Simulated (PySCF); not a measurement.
# C₆H₉FO, SMILES `C[CH]1C[C@]2(C[CH]2F)O1`: electronic structure

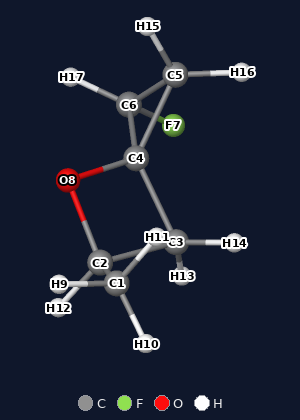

The molecule, with its atoms numbered as below. No frequency check shows the geometry to be a minimum.

Geometry (Å), atoms numbered from 1:

```
C1      -2.8567    0.0825    0.2736
C2      -1.5890   -0.3933   -0.4073
C3      -0.4945   -0.9636    0.5114
C4       0.3167    0.2114    0.0120
C5       1.2701    1.0915    0.7592
C6       1.7518    0.2494   -0.3915
F7       2.5274   -0.8387   -0.1054
O8      -0.7271    0.6919   -0.8110
H9      -3.4656    0.6435   -0.4302
H10     -3.4226   -0.7728    0.6343
H11     -2.6092    0.7303    1.1111
H12     -1.8254   -1.0233   -1.2716
H13     -0.1025   -1.9400    0.2376
H14     -0.7305   -0.9389    1.5729
H15      1.2213    2.1577    0.6076
H16      1.5527    0.7806    1.7531
H17      2.0606    0.7071   -1.3216
```

## 1. Bonding charge

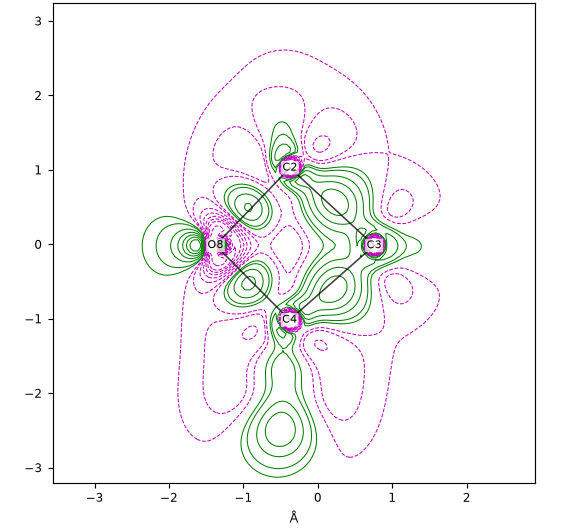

Deformation density (molecule less spherical, spin-averaged free atoms) in the plane of C2, C3, C4 and O8; contours at ±0.05 to ±0.8 e/Å³; solid green lines: gain, dashed magenta lines: loss.

PySCF calculation, r2SCAN/6-311G**, gas phase; geometry: GFN2-xTB.

**How much density has each bond in this plane gained at its critical point, relative to the free atoms?**

C2–C3: +0.46 e/Å³ at the bond critical point (bond length 1.54 Å, Mayer order 1.0). C3–C4: +0.46 e/Å³ at the bond critical point (bond length 1.51 Å, Mayer order 0.9). C4–O8: +0.13 e/Å³ at the bond critical point (bond length 1.41 Å, Mayer order 1.0). C2–O8: +0.08 e/Å³ at the bond critical point (bond length 1.44 Å, Mayer order 0.9); up to 0.6 Å beside the axis the gain reaches +0.30 e/Å³. In all, 3.7 electrons gather in the regions of gain relative to the promolecule. A small or negative value marks a very polar bond, one between electron-rich atoms, whose free-atom densities already overlap strongly, a long bond to a heavier atom, or a closed-shell contact such as a hydrogen bond.

**Where do the Hirshfeld charges lie?**

The highest Hirshfeld charge is on C4 (+0.06 e), the lowest on O8 (−0.16 e).

```
atom  charge (e)
  C1       −0.12
  C2       +0.06
  C3       −0.07
  C4       +0.06
  C5       −0.10
  C6       +0.03
  F7       −0.11
  O8       −0.16
  H9       +0.04
 H10       +0.04
 H11       +0.04
 H12       +0.04
 H13       +0.04
 H14       +0.04
 H15       +0.06
 H16       +0.05
 H17       +0.05
```

## 2. Electrostatic potential

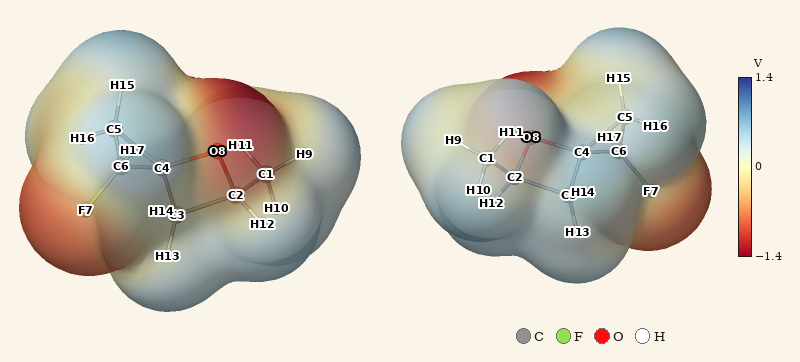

Electrostatic potential on the surface of electron density 0.001 a.u. (back view left, front view right).

**Where are the extremes of the potential on the surface?**

Highest: 0.68 V, 1.3 Å from H16. Lowest: −1.33 V, 1.7 Å from O8. Further minima include −0.92 V, 1.6 Å from F7. The surface is sampled at points, so like sites can differ by a few per cent and only the strongest of them is named.

## 3. Removing or adding an electron

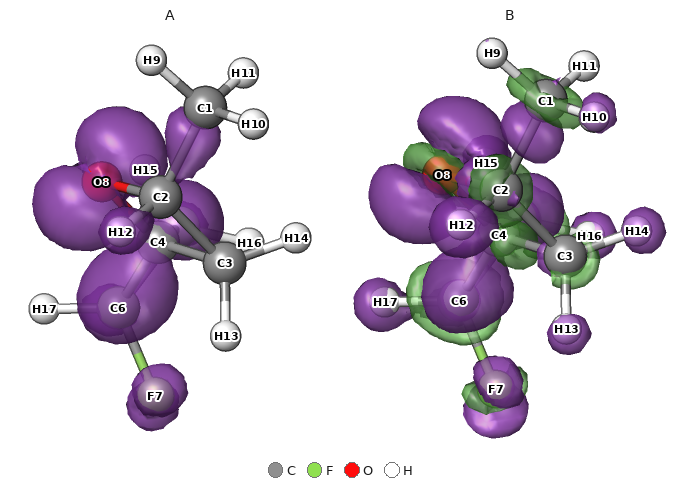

The Fukui function f⁻ from two separate SCF calculations and the density of the HOMO, at ±0.03 e/Å³ (purple positive, green negative).

Level of theory: r2SCAN/6-31+G* (PySCF), at a geometry from GFN2-xTB.

**Which panel is which, and how good is the frozen-orbital picture?**

B is f⁻ (it has negative regions), A the HOMO density. The HOMO lies on O8 (40 %), C4 (14 %) and C6 (12 %); f⁻ (Hirshfeld-condensed) is largest on O8 (0.20); the vertical ionisation energy is 8.55 eV (the stability of the cation's solution wasn't checked). Relaxation shifts 33 % of the electron between atoms. The orbital energy is −5.61 eV.

## 4. Localised orbitals

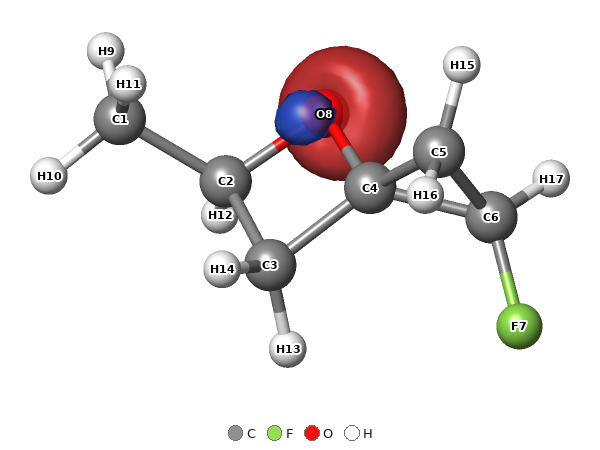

Foster–Boys orbitals, occupied; each surface holds about 80 % of the orbital's density. Energies are diagonal elements of the Fock matrix.

Method: M06-2X/def2-SVP; geometry: GFN2-xTB; program: PySCF.

**What does this orbital represent?**

Lone pair on O8 (sp2.3-type) (O8 97 %; −14.7 eV).
